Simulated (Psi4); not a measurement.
# CCSD(T)/6-31G(d) (spherical functions) run of BGeNH6 (SMILES B[NH][GeH3])

Aim: the energy change on altering one bond length of BGeNH6 at CCSD(T)/6-31G* (spherical functions), from 2 runs. 

The results are computed with Psi4 1.11.

1 further run of the same task is left out (set aside as unsound or not needed).

**1. The molecule**

BGeNH6: 9 atoms, total charge 0, spin state singlet. SMILES: `B[NH][GeH3]`. The coordinates come from a PBE0-D4/def2-TZVP relaxation.

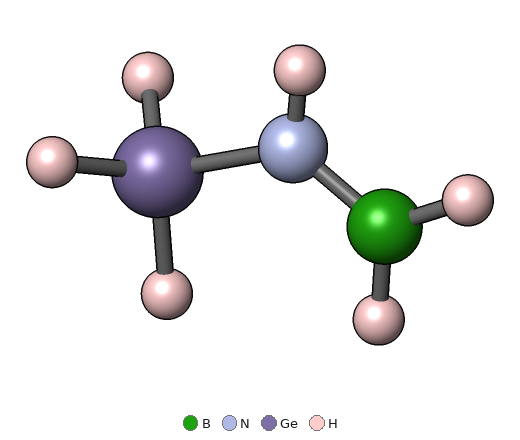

The structure, seen from a chosen angle (boron green, nitrogen light blue, germanium purple, hydrogen pink).

**2. A single-point energy at CCSD(T)/6-31G(d) (spherical functions)**

run.py

```python
import numpy as np
from ase.calculators.psi4 import Psi4
from ase import Atoms

a = Atoms(['B', 'N', 'Ge', 'H', 'H', 'H', 'H', 'H', 'H'], positions=[
    [-0.874000, 0.629500, -1.162900],
    [-0.023300, 0.687100, -0.062700],
    [0.665200, -0.761400, 0.866600],
    [-1.217900, -0.440700, -1.581000],
    [-1.249100, 1.647000, -1.674800],
    [0.253900, 1.598400, 0.272500],
    [2.201600, -0.714800, 0.804900],
    [0.114900, -2.015200, 0.184600],
    [0.217300, -0.676000, 2.335700],
])
calc = Psi4(atoms=a, method='ccsd(t)', basis='6-31G*', memory='2200MB', num_threads=1, charge=0, multiplicity=1, label='calc')
calc.psi4.set_options({'puream': True, 'e_convergence': 1e-09, 'd_convergence': 1e-08, 'scf_type': 'pk', 'num_frozen_docc': 11})
a.calc = calc

print(f'energy: {a.get_potential_energy():.6f} eV')
```

Command:

```sh
$ python run.py
```

calc.dat, cut to the lines that bear on the results:

```text
[...]
  Running in c1 symmetry.
[...]
  Nuclear repulsion =  177.534512165479441
[...]
  Multiplicity = 1
[...]
  Nalpha       = 25
  Nbeta        = 25
[...]
    Number of basis functions: 72
[...]
   @RHF iter   1: -2156.62203530245824   -3.45538e+00   3.20702e-02 ADIIS/DIIS
[...]
   @RHF iter  12: -2157.72379791794492   -4.54747e-12   4.22705e-09 DIIS
[...]
    Orbital Energies [Eh]
    ---------------------
    Doubly Occupied:
       1A   -405.257221     2A    -52.193061     3A    -46.283255
       4A    -46.283158     5A    -46.283080     6A    -15.550588
       7A     -7.578224     8A     -7.220804     9A     -5.195798
      10A     -5.195079    11A     -5.194760    12A     -1.650770
      13A     -1.648212    14A     -1.647902    15A     -1.644095
      16A     -1.643625    17A     -1.136678    18A     -0.743835
      19A     -0.703694    20A     -0.587695    21A     -0.523736
      22A     -0.498774    23A     -0.478145    24A     -0.442135
      25A     -0.413351
[...]
  @RHF Final Energy: -2157.72379791794492
   => Energetics <=
    Nuclear Repulsion Energy =            177.5345121654794411
    One-Electron Energy =               -3358.5212694401202498
    Two-Electron Energy =                1023.2629593566956601
    Total Energy =                      -2157.7237979179449212
[...]
 Multipole Moments:
 ------------------------------------------------------------------------------------
     Multipole            Electronic (a.u.)      Nuclear  (a.u.)        Total (a.u.)
 ------------------------------------------------------------------------------------
 L = 1.  Multiply by 2.5417464519 to convert [e a0] to [Debye]
 Dipole X            :          3.7175828           -3.3287215            0.3888613
 Dipole Y            :         -4.1056171            4.1632646            0.0576475
 Dipole Z            :          4.9226235           -4.4201616            0.5024619
 Magnitude           :                                                    0.6379689
[...]
      * MP2 total energy                      = -2158.209635473106118
[...]
      * CCSD total energy                     = -2158.233507024899609
[...]
      * CCSD(T) total energy                  = -2158.245657991578355
```

The script printed:

```text
energy: -58728.855735 eV
```

It took 20 s on 1 thread of AMD EPYC 7R43 (Zen 3), shared host; peak memory 0.37 GiB.

**3. The distorted shape**

bgeh6n.dat

```
memory 2200 mb

molecule {
  0 1
  B
  N 1 r2
  Ge 2 r3 1 a3
  H 1 r4 2 a4 3 d4
  H 1 r5 4 a5 2 d5
  H 2 r6 1 a6 4 d6
  H 3 r7 2 a7 6 d7
  H 3 r8 7 a8 2 d8
  H 3 r9 8 a9 7 d9

  r2 = 1.391923
  r3 = 1.853587
  a3 = 126.22471
  r4 = 1.199334
  a4 = 119.19094
  d4 = -0.01862
  r5 = 1.7988
  a5 = 121.24037
  d5 = 179.99218
  r6 = 1.009785
  a6 = 117.87217
  d6 = 179.97767
  r7 = 1.538344
  a7 = 109.09844
  d7 = -59.52297
  r8 = 1.529696
  a8 = 111.48374
  d8 = 117.29301
  r9 = 1.538234
  a9 = 111.50349
  d9 = -122.22673
  symmetry c1
  no_reorient
  no_com
}

set globals {
  basis           6-31G*
  puream          true
  e_convergence   1e-09
  d_convergence   1e-08
  scf_type        pk
  num_frozen_docc 11
}

E, wfn = energy("ccsd(t)", return_wfn=True)
```

Command:

```sh
$ psi4 -i bgeh6n.dat -o bgeh6n.out -n 1
```

bgeh6n.out, cut to the lines that bear on the results:

```text
[...]
  Running in c1 symmetry.
[...]
  Nuclear repulsion =  175.843485855429265
[...]
  Multiplicity = 1
[...]
  Nalpha       = 25
  Nbeta        = 25
[...]
    Number of basis functions: 72
[...]
   @RHF iter   1: -2156.54486706347825   -3.54996e+00   3.20987e-02 DIIS/ADIIS
[...]
   @RHF iter  12: -2157.65128879209351   -7.27596e-12   4.83986e-09 DIIS
[...]
    Orbital Energies [Eh]
    ---------------------
    Doubly Occupied:
       1A   -405.268684     2A    -52.204518     3A    -46.294739
       4A    -46.294574     5A    -46.294542     6A    -15.567532
       7A     -7.644234     8A     -7.232252     9A     -5.207459
      10A     -5.206423    11A     -5.206060    12A     -1.662540
      13A     -1.659538    14A     -1.659299    15A     -1.655450
      16A     -1.654963    17A     -1.153622    18A     -0.752692
      19A     -0.716796    20A     -0.563393    21A     -0.541345
      22A     -0.509900    23A     -0.487570    24A     -0.427610
      25A     -0.371696
[...]
  @RHF Final Energy: -2157.65128879209351
   => Energetics <=
    Nuclear Repulsion Energy =            175.8434858554292646
    One-Electron Energy =               -3354.5146893745454690
    Two-Electron Energy =                1021.0199147270227513
    Total Energy =                      -2157.6512887920935100
[...]
 Multipole Moments:
 ------------------------------------------------------------------------------------
     Multipole            Electronic (a.u.)      Nuclear  (a.u.)        Total (a.u.)
 ------------------------------------------------------------------------------------
 L = 1.  Multiply by 2.5417464519 to convert [e a0] to [Debye]
 Dipole X            :         -0.0006790            0.0005536           -0.0001254
 Dipole Y            :         -5.3621797            4.9016986           -0.4604812
 Dipole Z            :          6.6478761           -5.6466588            1.0012173
 Magnitude           :                                                    1.1020341
[...]
      * MP2 total energy                      = -2158.140415744154325
[...]
      * CCSD total energy                     = -2158.169098026403390
[...]
      * CCSD(T) total energy                  = -2158.182356705267921
[...]
```

It took 19 s on 1 thread of AMD EPYC 7R43 (Zen 3), shared host; peak memory 0.36 GiB.

**4. What came out**

Level: CCSD(T)/6-31G* (spherical functions), 11 core orbitals frozen.

| quantity | value |
| --- | --- |
| first shape: total energy | -2158.24566 Eh |
| first shape: HOMO energy (Hartree–Fock orbitals) | -11.25 eV |
| first shape: LUMO energy (Hartree–Fock orbitals) | 3.47 eV |
| first shape: HOMO–LUMO gap (Hartree–Fock orbitals) | 14.72 eV |
| first shape: correlation energy (11 core orbitals frozen) | -521.9 mEh |
| first shape: (T) correction | -12.15 mEh |
| first shape: T1 diagnostic | 0.013 |
| distorted shape: total energy | -2158.18236 Eh |
| distorted shape: HOMO energy (Hartree–Fock orbitals) | -10.11 eV |
| distorted shape: LUMO energy (Hartree–Fock orbitals) | 3.23 eV |
| distorted shape: HOMO–LUMO gap (Hartree–Fock orbitals) | 13.34 eV |
| distorted shape: correlation energy (11 core orbitals frozen) | -531.1 mEh |
| distorted shape: (T) correction | -13.26 mEh |
| distorted shape: T1 diagnostic | 0.015 |
| energy change with the B1–H5 bond stretched from 1.199 to 1.799 Å | 1.723 eV |

With the B1–H5 bond stretched from 1.199 to 1.799 Å the energy rises by 1.72 eV (40 kcal/mol). The first shape isn't relaxed at this level, so the change isn't measured from a minimum. The triples (first shape) make up 2.3 % of the correlation energy. The triples (distorted shape) make up 2.5 % of the correlation energy.
